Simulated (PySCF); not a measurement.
# TaO₂F: singlet, from a trigonal pyramidal start

Aim: relax TaO₂F as a singlet from a trigonal pyramidal start, check by its vibrations whether the end is a minimum, and collect its spectrum and constants.

Program: PySCF 2.14.0. Level of theory: PBE0, basis Ta def2-TZVP with ECP60, O def2-TZVP, F def2-TZVP, scalar-relativistic core potentials, no spin–orbit coupling, density fitting. These are calculated values, not measurements.

## (1) Where the work starts

4 atoms, charge 0, spin multiplicity 1.

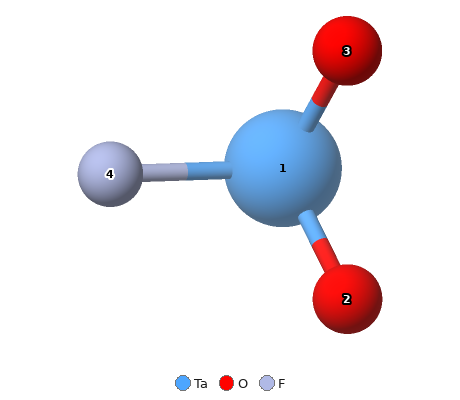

The starting geometry (tantalum blue, oxygen red, fluorine light blue); atoms are numbered from 1 in the order of the file.

Coordinates in bohr (charge 0 multiplicity 1):
```
Ta    0.0000    0.0000    0.0000
O    -1.5267    2.6443    1.6235
O    -1.5267   -2.6443    1.6235
F     3.5039    0.0000    1.8631
```

## (2) Finding the electronic state

The steps below are one call of a driver around PySCF. For each, scf.py gives the equivalent set-up of the SCF; relaxations use the driver's own optimiser. After this first run the driver tries any further starts and a stability analysis.

Input file scf.py:

```python
from pyscf import gto, scf, dft
mol = gto.M(atom='''
Ta     0.000000     0.000000     0.000000
O     -0.807900     1.399300     0.859100
O     -0.807900    -1.399300     0.859100
F      1.854200     0.000000     0.985900''',
    basis={'Ta': 'def2-TZVP', 'O': 'def2-TZVP', 'F': 'def2-TZVP'},
    ecp={'Ta': 'def2-TZVP'},
    charge=0, spin=0)
mf = dft.RKS(mol, xc='PBE0')
mf.grids.atom_grid = (50, 194)
aux = {'Ta': 'def2-universal-JKFIT', 'O': 'def2-universal-JKFIT', 'F': 'def2-universal-JKFIT'}
mf = mf.density_fit(auxbasis=aux)
mf.conv_tol = 1e-08
mf.diis_space = 10
mf.max_cycle = 60
mf.init_guess = 'minao'
mf.verbose = 4
mf.kernel()
```

On the command line:

```
OMP_NUM_THREADS=4 python axn.py task.json out
```

The runs that follow: Relaxing the singlet from the trigonal pyramidal start; Is it a minimum? Harmonic modes.

**Question.** What will these runs give? Wanted: minimum; geometry; wavenumbers; dipole moment; highest occupied, lowest empty level; polar-tensor charge of Ta1; zero-point energy; atomisation energy.

The runs gave:

| quantity | value |
| --- | --- |
| minimum | singlet, Cs |
| geometry | Ta–F 1.891 Å, Ta–O 1.728 Å (×2); F–Ta–O 109.8° (×2), O–Ta–O 106.7° |
| wavenumbers (cm⁻¹) | 188 (a'), 231 (a''), 337 (a'), 661 (a'), 950 (a''), 1016 (a') |
| dipole moment | 5.94 D |
| highest occupied, lowest empty level | -8.34, -4.13 eV |
| polar-tensor charge of Ta1 | +2.27 e |
| zero-point energy | 20.2 kJ/mol |
| entropy at 298.15 K | 307.7 J/(mol K) |
| atomisation energy (no zero-point energy) | 1976 kJ/mol |

**Reading.** The molecule stays Cs, as typed, and the end point is a minimum. In the infrared the band at 950 cm⁻¹ (a'', stretch) leads. With 5.9 D the molecule is strongly polar. Only this shape and spin were tried, so other structures or states may lie lower. With an element this heavy the missing spin–orbit coupling can shift these numbers.
